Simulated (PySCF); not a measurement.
C$_{3}$H$_{13}$O$_{2}$PSi$_{3}$

The calculation's input:

```
{"job": {"kind": "nmr", "xc": "PBE0", "basis": "pcSseg-1"}, "charge": 0, "multiplicity": 1}
C      2.591000     1.642160     1.004392
C      1.305076     1.915301     0.277914
O      0.788982     3.012787     0.253825
Si     0.393578     0.472382    -0.607355
O      1.311190    -0.858689    -0.427138
Si     1.588326    -2.458408    -0.488336
Si    -1.687759     0.169605     0.386786
C     -2.433548    -1.523010    -0.094451
P     -3.224914     1.738484    -0.109051
H      2.995630     2.547348     1.451798
H      2.401499     0.896328     1.774183
H      3.304617     1.214372     0.303569
H      0.431458     0.786917    -2.043451
H      2.989448    -2.574983    -0.878878
H      0.679706    -3.041865    -1.472976
H      1.319256    -2.961393     0.856986
H     -1.624260     0.196376     1.867826
H     -2.548934    -1.613474    -1.171394
H     -1.792356    -2.334577     0.236273
H     -3.413544    -1.666079     0.351461
H     -3.043593     1.665218    -1.480785
H     -2.341269     2.794585     0.007952
```

Command:

```sh
OMP_NUM_THREADS=1 python probes_run.py task.json out
```

Geometry: GFN2-xTB.

These are results of PySCF 2.14.0, PBE0/pcSseg-1, SCF density, gas phase, non-relativistic, not measurements.

### What will maps of the electron density and electron localisation function show?

C–O (1.21 Å): ρ at the midpoint is about 3.3 e/Å³; the ELF peaks at about 0.85 between the atoms (a short, multiple covalent bond).
C–C (1.50 Å): the density is about 1.7 e/Å³ at the midpoint; the ELF peaks at about 0.95 between the atoms: a covalent bond.
Si–O (1.62 Å): ρ at the midpoint is about 1.1 e/Å³; the ELF peaks at about 0.85 between the atoms: a short, strongly polar bond.
C–Si (1.92 Å): ρ at the midpoint is about 0.93 e/Å³; the ELF peaks at about 1 between the atoms: a shared electron pair.

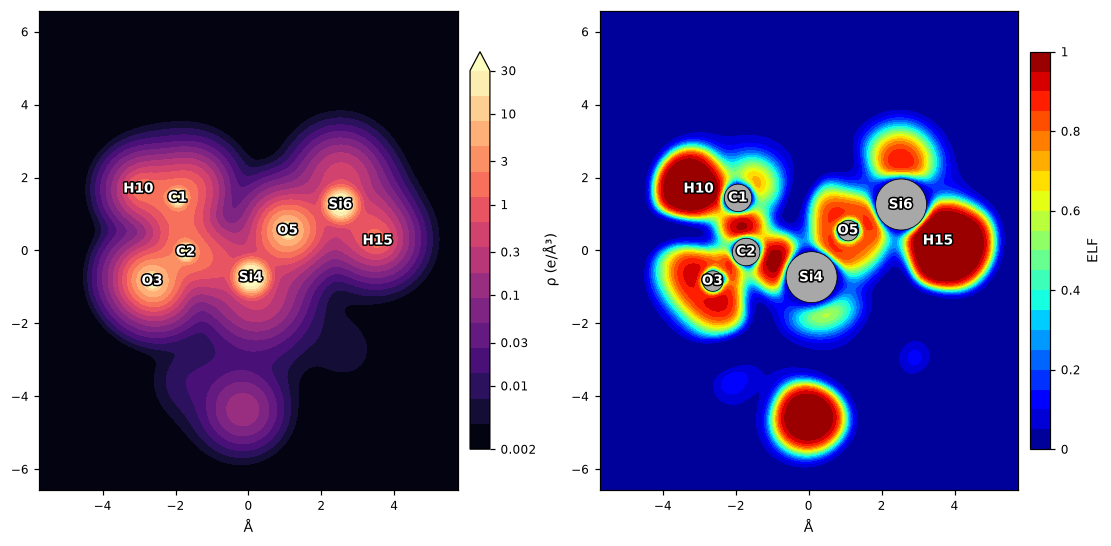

Computed electron density and electron localisation function on the plane of atoms O3, C2 and Si4, in this order. Grey discs cover the atomic cores in the ELF map. 
